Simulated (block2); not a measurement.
# DMRG/STO-3G run of SnH4 (SMILES [SnH4])

Aim: the vertical ionisation energy of SnH4 at DMRG/STO-3G, from 2 runs. 

The calculation is run with block2 0.5.4.

6 further runs of the same task are left out: 2 that didn't finish, 4 set aside as unsound or not needed.

## Step 1: Starting point

SnH4: 5 atoms, total charge 0, spin state singlet. SMILES: `[SnH4]`. Geometry: relaxed at PBE0-D4/def2-TZVP.

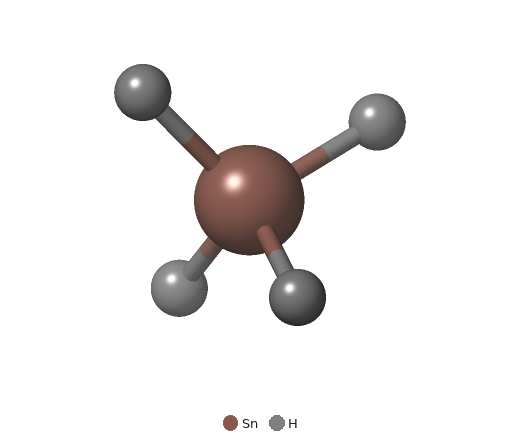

Viewed from a chosen angle; tin brown, hydrogen grey.

## Step 2: A single-point energy at DMRG/STO-3G

dmrg.py reads:

```python
import numpy as np
from pyscf import cc, dft, gto, mcscf, mp, scf
from pyblock2._pyscf.ao2mo import integrals as itg
from pyblock2.driver.core import DMRGDriver, SymmetryTypes

mol = gto.M(atom="""
Sn     0.00005669     0.00001890     0.00007559
H      1.55698315    -1.61284345     2.31102167
H     -2.95479467     0.76235331     1.02638585
H     -0.22073891    -1.84174598    -2.63142473
H      1.61849373     2.69217943    -0.70607727
""", basis="sto-3g", unit="bohr", charge=0, verbose=3)
print("nao: %d" % (mol.nao))
mf = scf.RHF(mol)
mf.conv_tol = 1e-10
mf.max_cycle = 200
mf.kernel()
if not mf.converged:
    mf = mf.newton().run(mf.mo_coeff, mf.mo_occ)
print("E(HF): %.10f" % (mf.e_tot))
# MP2, CCSD and CCSD(T) with the same frozen core
ref = mf
pt = mp.MP2(ref, frozen=18).run()
mycc = cc.CCSD(ref, frozen=18)
mycc.max_cycle = 150
mycc.kernel()
print(f"E(MP2): {pt.e_tot:.10f}")
if mycc.converged:
    print(f"E(CCSD): {mycc.e_tot:.10f}")
    print(f"CCSD(T) total energy: {mycc.e_tot + mycc.ccsd_t():.10f}")
    print("T1 diagnostic: %.4f" % (mycc.get_t1_diagnostic()))
# a few density functionals on the same geometry and basis
ks = dft.RKS(mol, xc="tpssh").set(conv_tol=1e-9, verbose=3).run()
if ks.converged:
    print("E(TPSSh): %.8f" % (ks.e_tot))
ks = dft.RKS(mol, xc="pbe").set(conv_tol=1e-9, verbose=3).run()
if ks.converged:
    print("E(PBE): %.8f" % (ks.e_tot))
ks = dft.RKS(mol, xc="hse06").set(conv_tol=1e-9, verbose=3).run()
if ks.converged:
    print("E(HSE06): %.8f" % (ks.e_tot))
ncas, n_elec, spin, ecore, h1e, g2e, orb_sym = itg.get_rhf_integrals(mf, ncore=18, ncas=13, pg_symm=False, g2e_symm=8)
drv = DMRGDriver(scratch="./tmp", symm_type=SymmetryTypes.SU2, stack_mem=1500 << 20, n_threads=1)
drv.initialize_system(n_sites=ncas, n_elec=n_elec, spin=spin, orb_sym=orb_sym)
mpo = drv.get_qc_mpo(h1e=h1e, g2e=g2e, ecore=ecore, iprint=1)
occs = np.array([1.8] * 9 + [0.2] * 4)
mps = drv.get_random_mps(tag="GS", bond_dim=50, nroots=1, occs=occs)
bond_dims = [50] * 4 + [75] * 4 + [100] * 3
noises = [0.0001] * 4 + [0.0001] * 4 + [1e-05] * 3 + [0]
thrds = [1e-09] * 11
e = drv.dmrg(mpo, mps, n_sweeps=17, tol=1e-07, bond_dims=bond_dims, noises=noises, thrds=thrds, iprint=2)
ms, dws, es = drv.get_dmrg_results()
print("max discarded weight: %.3e" % (dws[-1]))
print("total energy: %.10f" % (e))
# exact diagonalisation in the same space
ci = mcscf.CASCI(mf, 13, (9, 9))
ci.fix_spin_(ss=0)
ci.fcisolver.conv_tol = 1e-10
ci.fcisolver.max_cycle = 200
ci.kernel()
print("E(FCI): %.10f" % (ci.e_tot))
```

On the command line:

```bash
$ python dmrg.py
```

Output:

```text
nao: 31
converged SCF energy = -5965.61152441668
E(HF): -5965.6115244167
E(RMP2) = -5965.65432549255  E_corr = -0.0428010758743108
E(SCS-RMP2) = -5965.66240581498  E_corr = -0.0508813983039699
E(CCSD) = -5965.677402618051  E_corr = -0.06587820137269858
E(MP2): -5965.6543254926
E(CCSD): -5965.6774026181
CCSD(T) correction = -0.000385203056766575
CCSD(T) total energy: -5965.6777878211
T1 diagnostic: 0.0034
converged SCF energy = -5967.5527049062
E(TPSSh): -5967.55270491
converged SCF energy = -5967.08938016285
E(PBE): -5967.08938016
converged SCF energy = -5967.35560436996
E(HSE06): -5967.35560437
integral symmetrize error =  0.0
integral cutoff error =  0.0
mpo terms =      16081

[... 66 lines left out ...]
 <-- Site =    0-   1 .. Mmps =   15 Ndav =   4 E =  -5965.6773267906 Error = 2.56e-20 FLOPS = 4.28e+08 Tdav = 0.00 T = 0.00
[... 56 lines left out ...]
 --> Site =    5-   6 .. Mmps =   75 Ndav =   3 E =  -5965.6778160212 Error = 6.38e-10 FLOPS = 3.30e+09 Tdav = 0.02 T = 0.17
[... 47 lines left out ...]
 --> Site =   11-  12 .. Mmps =   42 Ndav =   1 E =  -5965.6779360139 Error = 4.78e-21 FLOPS = 4.41e+08 Tdav = 0.00 T = 0.01
[... 56 lines left out ...]
 <-- Site =    6-   7 .. Mmps =  100 Ndav =   4 E =  -5965.6779816350 Error = 4.22e-07 FLOPS = 3.93e+09 Tdav = 0.16 T = 0.56
[... 42 lines left out ...]
 <-- Site =    5-   6 .. Mmps =  100 Ndav =   2 E =  -5965.6779821837 Error = 2.68e-09 FLOPS = 3.77e+09 Tdav = 0.07 T = 0.44
 <-- Site =    4-   5 .. Mmps =  100 Ndav =   1 E =  -5965.6779821711 Error = 4.59e-19 FLOPS = 3.30e+09 Tdav = 0.01 T = 0.11
 <-- Site =    3-   4 .. Mmps =   63 Ndav =   1 E =  -5965.6779821711 Error = 2.70e-20 FLOPS = 3.25e+09 Tdav = 0.01 T = 0.07
 <-- Site =    2-   3 .. Mmps =   32 Ndav =   1 E =  -5965.6779821711 Error = 3.88e-20 FLOPS = 1.90e+09 Tdav = 0.00 T = 0.03
 <-- Site =    1-   2 .. Mmps =   12 Ndav =   1 E =  -5965.6779821711 Error = 1.48e-20 FLOPS = 5.90e+08 Tdav = 0.00 T = 0.01
 <-- Site =    0-   1 .. Mmps =    4 Ndav =   1 E =  -5965.6779821711 Error = 5.37e-21 FLOPS = 3.06e+07 Tdav = 0.00 T = 0.00
[... 8 lines left out ...]
max discarded weight: 3.304e-06
total energy: -5965.6779919409
CASCI E = -5965.67799934493  E(CI) = -89.6861431704056  S^2 = 0.0000000
E(FCI): -5965.6779993449
```

It took 32 s on 1 thread of Arm Neoverse V1, shared host; peak memory 0.36 GiB.

## Step 3: The doublet cation: the energy at DMRG/STO-3G

job.py reads:

```python
import numpy as np
from pyscf import cc, dft, gto, mp, scf
from pyblock2._pyscf.ao2mo import integrals as itg
from pyblock2.driver.core import DMRGDriver, SymmetryTypes

mol = gto.M(atom=[
    ("Sn", (0.000030, 0.000010, 0.000040)),
    ("H", (0.823920, -0.853480, 1.222940)),
    ("H", (-1.563610, 0.403420, 0.543140)),
    ("H", (-0.116810, -0.974610, -1.392490)),
    ("H", (0.856470, 1.424640, -0.373640)),
], basis="sto-3g", charge=1, spin=1, verbose=3, max_memory=2000)
print("nao                      = %d" % (mol.nao))
mf = scf.UHF(mol)
mf.conv_tol = 1e-10
mf.max_cycle = 200
mf.kernel()
if not mf.converged:
    mf = mf.newton().run(mf.mo_coeff, mf.mo_occ)
for _ in range(5):
    mo, _, ok, _ = mf.stability(return_status=True)
    if ok:
        break
    mf.kernel(mf.make_rdm1(mo, mf.mo_occ))
print("E(HF)                    = %.10f" % (mf.e_tot))
print(f"<S^2> of the reference   = {mf.spin_square()[0]:.4f}")
ref = mf
pt = mp.MP2(ref, frozen=18).run()
mycc = cc.CCSD(ref, frozen=18)
mycc.max_cycle = 150
mycc.kernel()
print("E(MP2)                   = %.10f" % (pt.e_tot))
if mycc.converged:
    print(f"E(CCSD)                  = {mycc.e_tot:.10f}")
    print(f"E(CCSD(T))               = {mycc.e_tot + mycc.ccsd_t():.10f}")
ks = dft.UKS(mol, xc="tpssh").set(conv_tol=1e-9, verbose=3).run(mf.make_rdm1())
if ks.converged:
    print(f"E(TPSSh)                 = {ks.e_tot:.8f}")
ks = dft.UKS(mol, xc="pbe").set(conv_tol=1e-9, verbose=3).run(mf.make_rdm1())
if ks.converged:
    print(f"E(PBE)                   = {ks.e_tot:.8f}")
ks = dft.UKS(mol, xc="hse06").set(conv_tol=1e-9, verbose=3).run(mf.make_rdm1())
if ks.converged:
    print(f"E(HSE06)                 = {ks.e_tot:.8f}")
ncas, n_elec, spin, ecore, h1e, g2e, orb_sym = itg.get_uhf_integrals(mf, ncore=18, ncas=13, pg_symm=False, g2e_symm=8)
driver = DMRGDriver(scratch="./tmp", symm_type=SymmetryTypes.SZ, stack_mem=1500 << 20, n_threads=1)
driver.initialize_system(n_sites=ncas, n_elec=n_elec, spin=spin, orb_sym=orb_sym)
mpo = driver.get_qc_mpo(h1e=h1e, g2e=g2e, ecore=ecore, iprint=1)
ket = driver.get_random_mps(tag="GS", bond_dim=18, nroots=1)
bond_dims = [18] * 4 + [37] * 2 + [75] * 4 + [150] * 4
noises = [0.001] * 4 + [0.0001] * 2 + [0.0001] * 4 + [1e-05] * 4 + [0]
thrds = [1e-08] * 14
e = driver.dmrg(mpo, ket, n_sweeps=20, tol=1e-06, bond_dims=bond_dims, noises=noises, thrds=thrds, iprint=1)
ms, dws, es = driver.get_dmrg_results()
print("max discarded weight     = %.3e" % (dws[-1]))
print("final energy             = %.10f" % (e))
dm1 = driver.get_1pdm(ket)
print("natural occupations      =", np.round(np.concatenate([np.linalg.eigvalsh(x)[::-1] for x in dm1]), 5).tolist())
print("orbital entropies        =", np.round(driver.get_orbital_entropies(ket, orb_type=1), 4).tolist())
print("largest bipartite entropy = %.4f" % (max(driver.get_bipartite_entanglement(ket))))
```

On the command line:

```bash
$ python job.py
```

Output:

```text
nao                      = 31

converged SCF energy = -5965.2467644521  <S^2> = 0.81565166  2S+1 = 2.0646081
[... 3 lines left out ...]
converged SCF energy = -5965.26334523299  <S^2> = 0.76328945  2S+1 = 2.0132456
[... 13 lines left out ...]
converged SCF energy = -5967.18463834068  <S^2> = 0.75670017  2S+1 = 2.006689
[... 4 lines left out ...]
WARN: HOMO -0.498518384880924 >= LUMO -0.497686479224644
[... 3 lines left out ...]
SCF not converged.
[... 1 line left out ...]
converged SCF energy = -5966.98200270168  <S^2> = 0.75716595  2S+1 = 2.0071532
[... 1 line left out ...]
integral symmetrize error =  0.0
integral cutoff error =  0.0
[... 57 lines left out ...]
Sweep =   12 | Direction =  forward | Bond dimension =  150 | Noise =  1.00e-05 | Dav threshold =  1.00e-08
Time elapsed =     20.697 | E =   -5965.3276234643 | DE = -2.33e-05 | DW = 1.02125e-05

Sweep =   13 | Direction = backward | Bond dimension =  150 | Noise =  1.00e-05 | Dav threshold =  1.00e-08
Time elapsed =     25.249 | E =   -5965.3276313951 | DE = -7.93e-06 | DW = 1.06574e-05

Sweep =   14 | Direction =  forward | Bond dimension =  150 | Noise =  0.00e+00 | Dav threshold =  1.00e-07
Time elapsed =     29.113 | E =   -5965.3276324473 | DE = -1.05e-06 | DW = 9.54665e-06

Sweep =   15 | Direction = backward | Bond dimension =  150 | Noise =  0.00e+00 | Dav threshold =  1.00e-07
Time elapsed =     32.943 | E =   -5965.3276324673 | DE = -2.00e-08 | DW = 9.54910e-06

max discarded weight     = 9.549e-06
final energy             = -5965.3276324673
natural occupations      = [0.99997, 0.99997, 0.99989, 0.99988, 0.99988, 0.994, 0.98519, 0.97643, 0.97538, 0.02426, 0.01822, 0.01769, 0.00922, 0.99997, 0.99997, 0.9999, 0.99989, 0.99909, 0.98071, 0.97559, 0.97419, 0.03426, 0.01415, 0.01392, 0.0068, 0.00157]
orbital entropies        = [0.012, 0.0038, 0.0038, 0.0029, 0.003, 0.1506, 0.1916, 0.2015, 0.2436, 0.0903, 0.1456, 0.1469, 0.16]
largest bipartite entropy = 0.4468
```

Wall time 58 s (1 thread of Arm Neoverse V1, shared host); peak memory 0.4 GiB.

## Step 4: Results

At DMRG/STO-3G, 18 core orbitals frozen:

| quantity | value |
| --- | --- |
| run 1, DMRG/STO-3G: total energy | -5965.67799 Eh |
| run 1, DMRG/STO-3G: T1 diagnostic of the CCSD step | 0.003 |
| doublet cation: total energy | -5965.32763 Eh |
| vertical ionisation energy (to the doublet cation) | 9.534 eV |

Removing an electron at fixed nuclei costs 9.53 eV (920 kJ/mol). In a minimal basis such a difference can be off by several eV, whatever the method. Relativity is left out (run 1, DMRG/STO-3G) although the molecule holds a heavy atom. Relativity is left out (doublet cation) although the molecule holds a heavy atom.
